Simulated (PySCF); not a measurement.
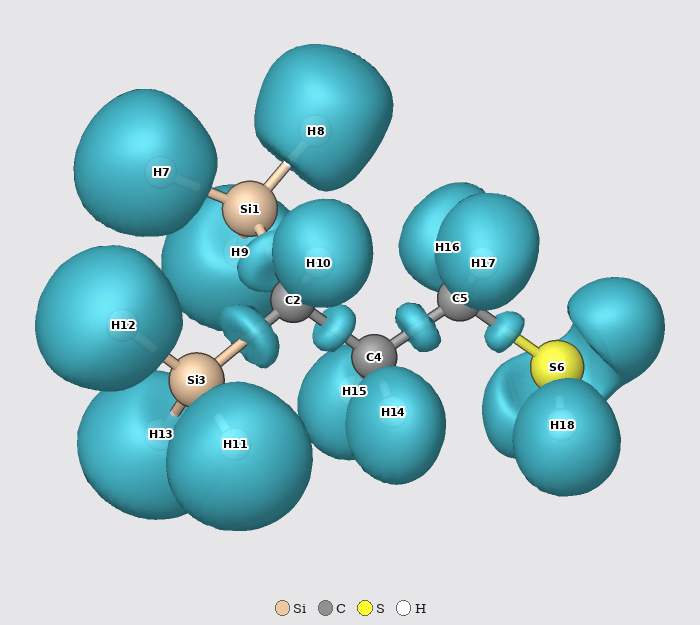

The picture shows: C3H12SSi2. Isosurface of the ELF at 0.85 (cyan), seen at a tilt. Only the valence region is drawn (cores and ρ < 0.01 e/Å³ removed).

Geometry: GFN2-xTB.

These are results of PBE0/pcSseg-1, SCF density, gas phase, non-relativistic in PySCF 2.14.0, not measurements.

Input file:

```
{"job": {"kind": "nmr", "xc": "PBE0", "basis": "pcSseg-1"}, "charge": 0, "multiplicity": 1}
Si    -0.580734     1.981134    -0.414451
C     -0.643875     0.106122    -0.061843
Si    -2.232640    -0.709930    -0.736738
C      0.587406    -0.639389    -0.582807
C      1.865715    -0.200931     0.110694
S      3.330990    -1.108501    -0.495008
H     -1.899422     2.564758    -0.172352
H      0.382166     2.646305     0.469785
H     -0.185853     2.191491    -1.807492
H     -0.666463    -0.017990     1.027288
H     -2.234435    -2.125652    -0.352544
H     -3.400709    -0.050990    -0.154805
H     -2.261433    -0.609891    -2.196016
H      0.461888    -1.716978    -0.427113
H      0.692955    -0.478205    -1.658340
H      2.087264     0.845154    -0.095397
H      1.803762    -0.345302     1.190460
H      2.884660    -2.324886    -0.184497
```

Run with:

```sh
OMP_NUM_THREADS=1 python probes_run.py task.json out
```

**What do the ELF domains correspond to?**

At this value the surface marks out two regions between bonded C–C atoms (shared pairs), one region between bonded C–S atoms (shared pairs), two regions between bonded C–Si atoms (shared pairs), twelve regions around hydrogen nuclei and one region wrapped around S (its lone pairs, merged into a ring or cap). Along the contacts the grid gives the following. C–C (1.52 Å): the ELF peaks at about 0.95 between the atoms; localised, covalent bonding. C–S (1.83 Å): the ELF peaks at about 0.90 between the atoms (a shared electron pair).
